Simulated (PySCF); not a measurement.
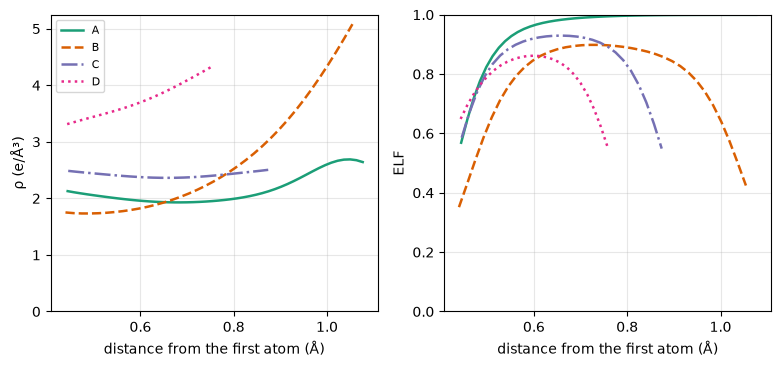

The picture shows: C6H9NO. Total electron density and electron localisation function along straight lines between neighbouring atoms. The curves leave out the atomic cores.

Geometry: GFN2-xTB.

Computed with B3LYP/def2-SVPD, SCF density, gas phase in PySCF.

Input

```
{"job": {"kind": "uv", "xc": "B3LYP", "basis": "def2-SVPD", "nstates": 8, "ntriplets": 3}, "charge": 0, "multiplicity": 1}
C      2.706368    -0.291560     1.121724
C      1.566089    -0.737059     0.630233
C      0.980156    -0.285979    -0.670261
C     -0.382383     0.395843    -0.439657
C     -0.818192     1.029808    -1.676743
N     -1.171058     1.514358    -2.649998
O     -1.305035    -0.578260     0.001458
C     -2.539580    -0.049592     0.417501
H      3.094178    -0.638121     2.064222
H      3.308822     0.431427     0.595136
H      0.968488    -1.458239     1.170013
H      0.811749    -1.147596    -1.320658
H      1.648879     0.415956    -1.171928
H     -0.274612     1.191984     0.322039
H     -3.056819     0.462108    -0.401836
H     -3.135575    -0.897031     0.749356
H     -2.408472     0.653982     1.249489
```

Command:

```sh
OMP_NUM_THREADS=1 python probes_run.py task.json out
```

Q: Which curve belongs to which contact (C–C, C–H, C–N and C–O)? The first atom named is at distance zero.

A: Curve A: C–H (1.08 Å): ρ at the midpoint is about 2 e/Å³; the ELF climbs to about 1 towards the hydrogen, as it does in any bond to H (an ordinary covalent bond to hydrogen). Curve B: C–O (1.41 Å): the density is about 2.1 e/Å³ at the midpoint, with its minimum of 1.7 e/Å³ about 0.5 Å from C; the ELF peaks at about 0.90 between the atoms, as expected for a polar covalent bond. Curve C: C–C (1.32 Å): ρ at the midpoint is about 2.4 e/Å³; the ELF peaks at about 0.95 between the atoms: a short, multiple covalent bond. Curve D: C–N (1.14 Å): ρ is about 3.6 e/Å³ halfway; the ELF peaks at about 0.85 between the atoms; a multiple bond.
